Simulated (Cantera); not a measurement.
Feed: 1 mol Ca(OH)2, 4.9 mol H2, 5.6 mol CO2, held at 0.0660 bar.

These are equilibrium values from Cantera (NASA tables, ideal gas, pure condensed phases), not measurements of a reactor. Candidate condensed phases: C, C6H6, C7H8, C8H18, Ca, CaCO3, CaO, Ca(OH)2, H2O; 115 gas species. The numbers say what is thermodynamically allowed, not how fast it happens.

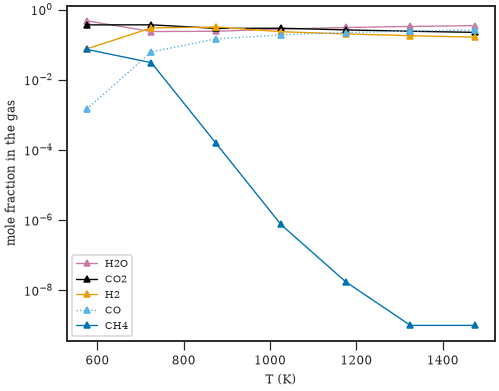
Figure. Equilibrium gas composition (values under 1e-9 drawn at 1e-9)

**Question.** Read off the mole fractions at 875 K.

**Answer.** H2 about 0.32, CO2 about 0.29, H2O about 0.24, CO about 0.15, CH4 about 0.00015.
